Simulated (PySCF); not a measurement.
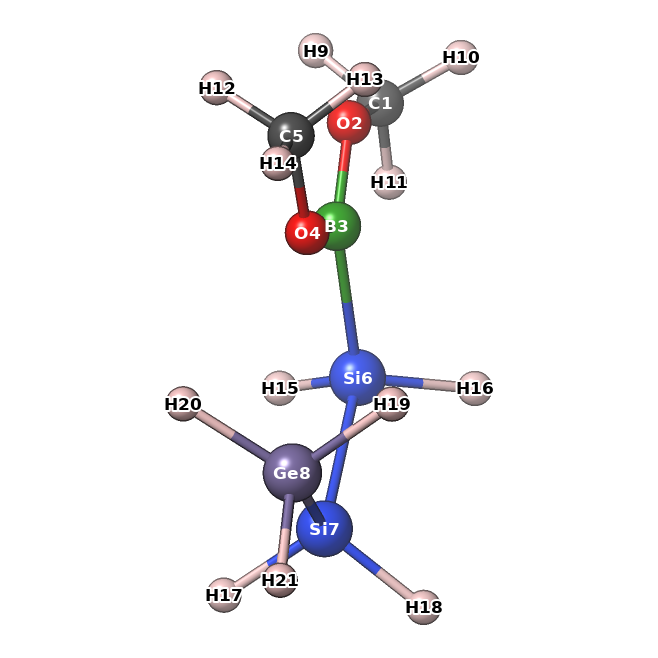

B3 lies behind O4. The molecule seen a little off the O4–B3 bond, O4 in front. Distant atoms are faded towards the background colour. The geometry was computed by an optimisation with PBE0-D3(BJ)/def2-SVP. No frequency run is at hand to confirm it as a minimum.

**What is the torsion angle C5–O4–B3–Si6? The sign is positive where the front bond must turn clockwise to cover the back bond.**

179°, antiperiplanar (anti).
